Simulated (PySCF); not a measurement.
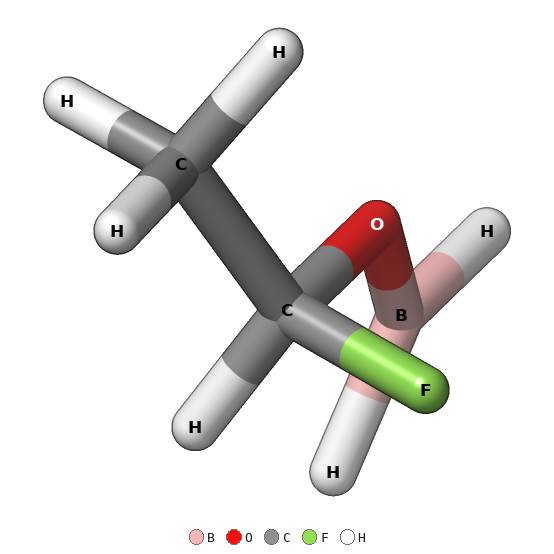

Stick drawing of a structure. Every bond is drawn as one stick, whatever its order.

Give the formula.

Answer. C2H6BFO, 11 atoms: 2 carbon, 6 hydrogen, 1 boron, 1 fluorine and 1 oxygen.

Give a SMILES string for it.

Answer. BO[C@H](C)F

Does it have rings?

Answer. It has no ring.

Count the bonded pairs by element.

Answer. 4 C–H, 2 B–H, 1 B–O, 1 C–O, 1 C–C, 1 C–F.

Give the symmetry (Schoenflies symbol).

Answer. C1.

More results for the same structure follow; atom numbers are the same in all pictures, views and colours differ. The computed structure is the end point of a PBE0-D3(BJ)/def2-SVP optimisation. No frequency run is at hand to confirm it as a minimum.

### Electronic properties

No frequency run is at hand to confirm it as a minimum. Method: CAM-B3LYP/pcSseg-2, gas phase (PySCF 2.14.0).

Estimate the LUMO energy (Kohn–Sham orbital).

Answer. 0.27 eV.

What is the HOMO energy (Kohn–Sham orbital)?

Answer. −10.42 eV.

What is the dipole moment?

Answer. 1.99 D.

### NMR shielding

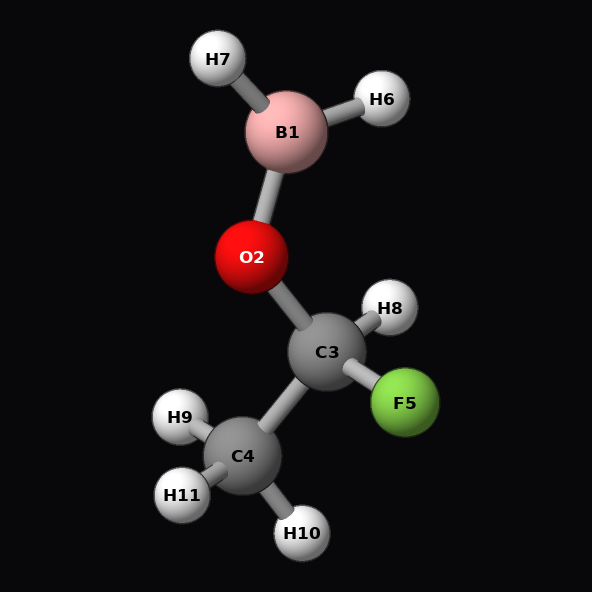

No frequency run is at hand to confirm it as a minimum. Level of theory: GIAO PBE0/pcSseg-0 NMR shielding, non-relativistic, gas phase (PySCF 2.14.0). Principal shieldings σ11 ≤ σ22 ≤ σ33, span Ω = σ33 − σ11, skew κ = 3(σiso − σ22)/Ω.

Give the shielding tensors of the F atoms.

```tsv
atom	σ11	σ22	σ33	σiso	Ω	κ
F5	216.2	322.6	403.2	314.0	187.0	−0.14
```

Shieldings and span in ppm.

### Charges

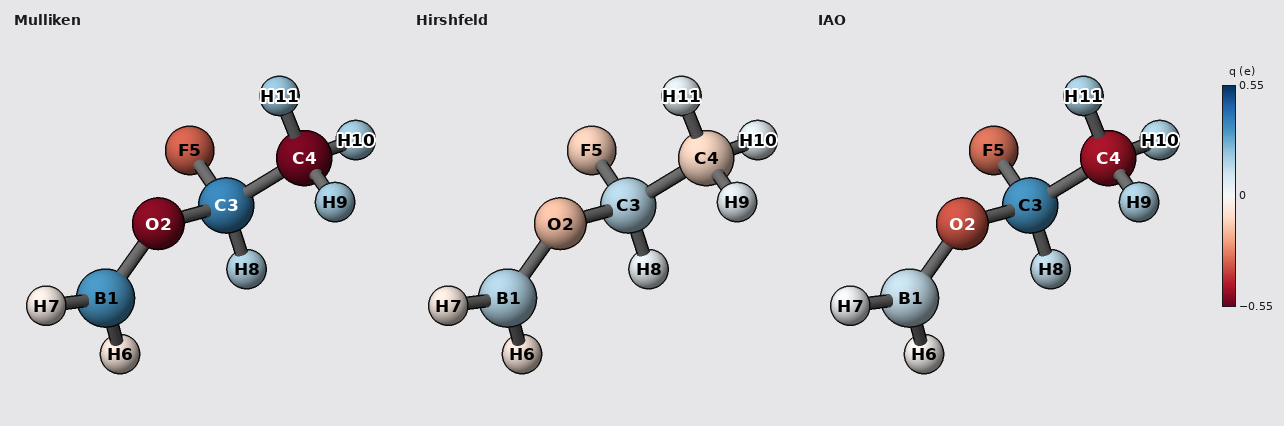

Atomic charges of one calculation by 3 schemes, on one colour scale. No frequency run is at hand to confirm it as a minimum. Computed with PBE0/6-31G (PySCF 2.14.0).

Which scheme gives the most polar picture (largest mean size of the charges)?

Answer. The Mulliken charges are the largest in size here, and the Hirshfeld charges the smallest.

On which atom do the schemes disagree most?

Answer. On C4 (from −0.51 to −0.11 e).

List the charges (e), one line for each set of equivalent atoms.

```json
{"atom": "B1", "Mulliken": "0.32", "Hirshfeld": "0.16", "IAO": "0.13"}
{"atom": "O2", "Mulliken": "−0.49", "Hirshfeld": "−0.16", "IAO": "−0.34"}
{"atom": "C3", "Mulliken": "0.35", "Hirshfeld": "0.15", "IAO": "0.33"}
{"atom": "C4", "Mulliken": "−0.51", "Hirshfeld": "−0.11", "IAO": "−0.46"}
{"atom": "F5", "Mulliken": "−0.32", "Hirshfeld": "−0.13", "IAO": "−0.29"}
{"atom": "H6", "Mulliken": "−0.06", "Hirshfeld": "−0.06", "IAO": "−0.01"}
{"atom": "H7", "Mulliken": "−0.04", "Hirshfeld": "−0.05", "IAO": "0.02"}
{"atom": "H8", "Mulliken": "0.17", "Hirshfeld": "0.04", "IAO": "0.14"}
{"atom": "H9", "Mulliken": "0.18", "Hirshfeld": "0.05", "IAO": "0.16"}
{"atom": "H10", "Mulliken": "0.19", "Hirshfeld": "0.05", "IAO": "0.16"}
{"atom": "H11", "Mulliken": "0.21", "Hirshfeld": "0.05", "IAO": "0.17"}
```

Mulliken values depend strongly on the basis set and can even reverse the polarity of a bond.
